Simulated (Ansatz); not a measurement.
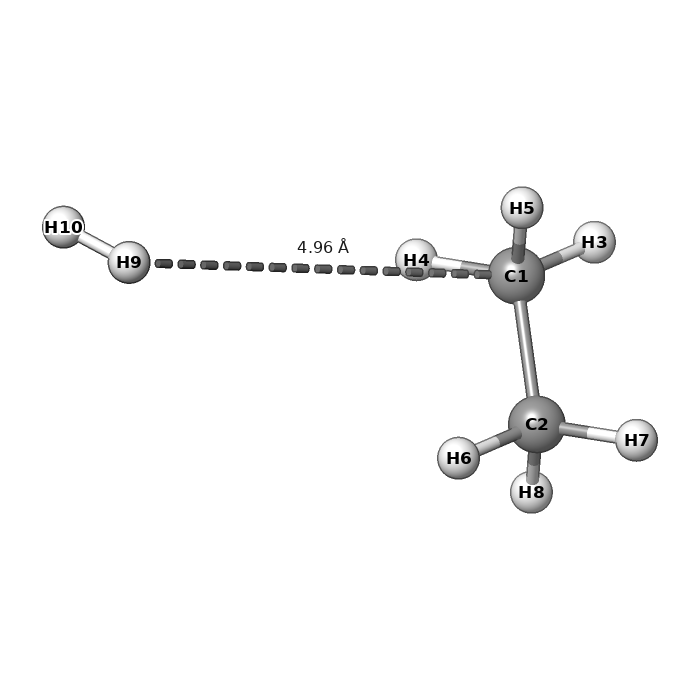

Two molecules or ions; the broken line marks their closest contact (measured against van der Waals radii). Geometry: a pair of rigid molecules at a changed separation. Program: Ansatz 0.2.0.

**Which two species are they?**

C2H6 and H2 (`CC.[H][H]`).

Give the counterpoise-corrected interaction energy (kJ/mol, monomers kept as in the pair) with RHF-CCSD(T) (frozen core)/def2-TZVPPD; PBE0-D4/def2-TZVPPD; B3LYP-D4/def2-TZVPPD; PBE-D4/def2-TZVPPD; r2SCAN-D4/def2-TZVPPD; ωB97M-V/def2-TZVPPD.

```tsv
level	interaction energy (kJ/mol)
RHF-CCSD(T) (frozen core)/def2-TZVPPD	−0.2
PBE0-D4/def2-TZVPPD	−0.3
B3LYP-D4/def2-TZVPPD	−0.2
PBE-D4/def2-TZVPPD	−0.4
r2SCAN-D4/def2-TZVPPD	−0.2
ωB97M-V/def2-TZVPPD	−0.2
```
